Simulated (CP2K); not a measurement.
**GFN0-xTB run of C2H6BFS (SMILES BSC(C)F)**

What is the energy difference between two shapes of C2H6BFS at GFN0-xTB? 

The calculation is run with CP2K 2026.2.

3 further runs of the same task are left out: 1 that didn't finish, 2 set aside as unsound or not needed.

**1. The molecule**

C2H6BFS: 11 atoms, total charge 0, spin state singlet. As SMILES, `BSC(C)F`. Geometry: relaxed at GFN2-xTB. This is one conformer, not always the lowest.

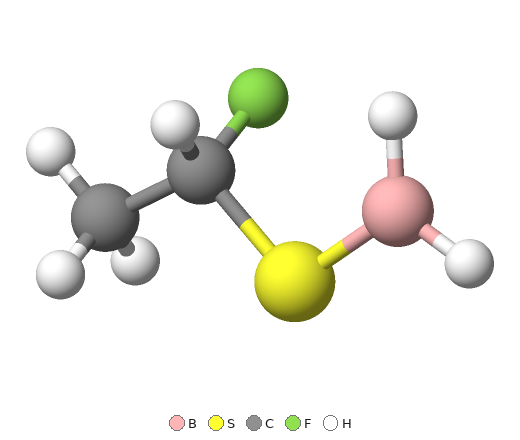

Viewed from a chosen angle; boron pink, sulfur yellow, carbon grey, fluorine green, hydrogen white.

**2. A single-point energy at GFN0-xTB**

gas.inp

```
&GLOBAL
  PROJECT_NAME gas
  RUN_TYPE ENERGY
  PRINT_LEVEL MEDIUM
&END GLOBAL

&FORCE_EVAL
  METHOD Quickstep
  &DFT
    ! Quickstep
    &QS
      METHOD XTB
      EPS_DEFAULT 1.0E-10
      &XTB
        GFN_TYPE 0
        CHECK_ATOMIC_CHARGES F
      &END XTB
    &END QS
    ! no periodic images
    &POISSON
      PERIODIC NONE
      POISSON_SOLVER ANALYTIC
    &END POISSON
    ! SCF settings
    &SCF
      SCF_GUESS ATOMIC
      EPS_SCF 1.0E-06
      MAX_SCF 150
      ADDED_MOS 4
      &DIAGONALIZATION
        ALGORITHM STANDARD
      &END DIAGONALIZATION
      &MIXING
        METHOD DIRECT_P_MIXING
        ALPHA 0.4
      &END MIXING
      &SMEAR ON
        METHOD FERMI_DIRAC
        ELECTRONIC_TEMPERATURE [K] 300
      &END SMEAR
    &END SCF
    ! extra output
    &PRINT
      &MOMENTS
        PERIODIC F
        REFERENCE COM
        MAX_MOMENT 1
      &END MOMENTS
      &MO ON
        ENERGIES T
        OCCUPATION_NUMBERS T
        NDIGITS 6
        &EACH
          QS_SCF 0
        &END EACH
        ADD_LAST NUMERIC
      &END MO
      &HIRSHFELD OFF
      &END HIRSHFELD
    &END PRINT
  &END DFT
  ! structure
  &SUBSYS
    ! box in angstrom
    &CELL
      ABC 15 17.4 16.1
      PERIODIC NONE
    &END CELL
    &COORD
      B      6.571540    10.256275     9.243525
      S      7.362610     9.616995     7.822375
      C      7.308240     7.784615     8.098925
      C      7.963870     7.059415     6.945255
      F      6.002630     7.391695     8.221125
      H      6.194200     9.535355    10.077955
      H      6.457620    11.414685     9.300825
      H      7.790110     7.573835     9.059915
      H      7.439760     7.292215     6.022045
      H      7.925710     5.985315     7.114605
      H      8.997370     7.378335     6.856905
    &END COORD
  &END SUBSYS
&END FORCE_EVAL
```

Command:

```console
$ OMP_NUM_THREADS=1 cp2k.psmp -i gas.inp -o gas.out
```

The log of the run:

```text
CP2K| version string:                                       CP2K version 2026.2
[...]
 GLOBAL| Method name                                                        CP2K
[...]
 GLOBAL| Run type                                                         ENERGY
[...]
                             - Atoms:                                         11
[...]
                             - Spherical basis functions:                     37
[...]
 Number of electrons:                                                         30
[...]
  Fermi energy:                                                -0.27438587764086
[...]
 TB_DIPOLE| Moment [Debye]          1.37993168      -0.45844744       0.50085276
 TB_DIPOLE| Derivative [a.u.]       0.00000000       0.00000000       0.00000000
[...]
 ENERGY| Total FORCE_EVAL ( QS ) energy [hartree]            -16.021998516767521
[...]
```

Wall time 0.22 s (1 thread of Arm Neoverse V2, shared host).

**3. The distorted shape, same level**

gas.inp

```
&GLOBAL
    PROJECT gas
    RUN_TYPE ENERGY
    PRINT_LEVEL MEDIUM
&END
&FORCE_EVAL
    METHOD QS
    &DFT
        CHARGE 0
        MULTIPLICITY 1
        &QS
            METHOD XTB
            EPS_DEFAULT 1.0E-10
            &XTB
                GFN_TYPE 0
                CHECK_ATOMIC_CHARGES F
            &END
        &END
        &POISSON
            PERIODIC NONE
            POISSON_SOLVER ANALYTIC
        &END
        &SCF
            SCF_GUESS ATOMIC
            EPS_SCF 1.0E-06
            MAX_SCF 150
            ADDED_MOS 4
            &DIAGONALIZATION
                ALGORITHM STANDARD
            &END
            &MIXING
                METHOD DIRECT_P_MIXING
                ALPHA 0.4
            &END
            &SMEAR ON
                METHOD FERMI_DIRAC
                ELECTRONIC_TEMPERATURE [K] 300
            &END
        &END
        &PRINT
            &MOMENTS
                PERIODIC F
                REFERENCE COM
                MAX_MOMENT 1
            &END
            &MO ON
                ENERGIES T
                OCCUPATION_NUMBERS T
                NDIGITS 6
                &EACH
                    QS_SCF 0
                &END
                ADD_LAST NUMERIC
            &END
            &HIRSHFELD OFF
            &END
        &END
    &END
    &SUBSYS
        &CELL
            ABC [angstrom] 15.1 17.4 16
            PERIODIC NONE
        &END
        &COORD
            B      6.570804    10.325713     9.232006
            S      7.355676     9.518527     7.807664
            C      7.364914     7.764836     7.981890
            C      8.062158     6.984717     6.899580
            F      6.023338     7.342390     8.151498
            H      6.315886     9.534805    10.017092
            H      6.562860    11.422217     9.395700
            H      7.886782     7.553994     8.949020
            H      7.514628     7.319019     5.982908
            H      8.068245     5.977783     7.087640
            H      9.076662     7.417566     6.784212
        &END
    &END
&END
```

Command:

```console
$ OMP_NUM_THREADS=1 cp2k.psmp -i gas.inp -o gas.out
```

The log of the run:

```text
CP2K| version string:                                       CP2K version 2026.2
[...]
 GLOBAL| Method name                                                        CP2K
[...]
 GLOBAL| Run type                                                         ENERGY
[...]
                             - Atoms:                                         11
[...]
                             - Spherical basis functions:                     37
[...]
 Number of electrons:                                                         30
[...]
  Fermi energy:                                                -0.28011539490107
[...]
 TB_DIPOLE| Moment [Debye]          1.19455758       0.43114034       0.63320555
 TB_DIPOLE| Derivative [a.u.]       0.00000000       0.00000000       0.00000000
[...]
 ENERGY| Total FORCE_EVAL ( QS ) energy [hartree]            -16.000793731813122
[...]
```

It took 0.22 s on 1 thread of Arm Neoverse V2, shared host.

**4. What came out**

At GFN0-xTB:

| quantity | value |
| --- | --- |
| first shape: total energy | -16.02200 Eh |
| first shape: dipole moment (from atomic charges alone) | 1.54 D |
| first shape: HOMO energy | -11.34 eV |
| first shape: LUMO energy | -6.57 eV |
| first shape: HOMO–LUMO gap | 4.77 eV |
| first shape: dispersion energy | -7.06 kJ/mol |
| distorted shape: total energy | -16.00079 Eh |
| distorted shape: dipole moment (from atomic charges alone) | 1.42 D |
| distorted shape: HOMO energy | -11.19 eV |
| distorted shape: LUMO energy | -6.73 eV |
| distorted shape: HOMO–LUMO gap | 4.46 eV |
| distorted shape: dispersion energy | -6.98 kJ/mol |
| energy change with the atoms displaced | 0.577 eV |

In words: With the atoms displaced the energy rises by 0.58 eV (13.3 kcal/mol). The first shape isn't relaxed at this level, so the change isn't measured from a minimum. The dipole (first shape) comes from point charges on the atoms alone, without atomic dipoles, so it is partial. The dipole (distorted shape) comes from point charges on the atoms alone, without atomic dipoles, so it is partial.
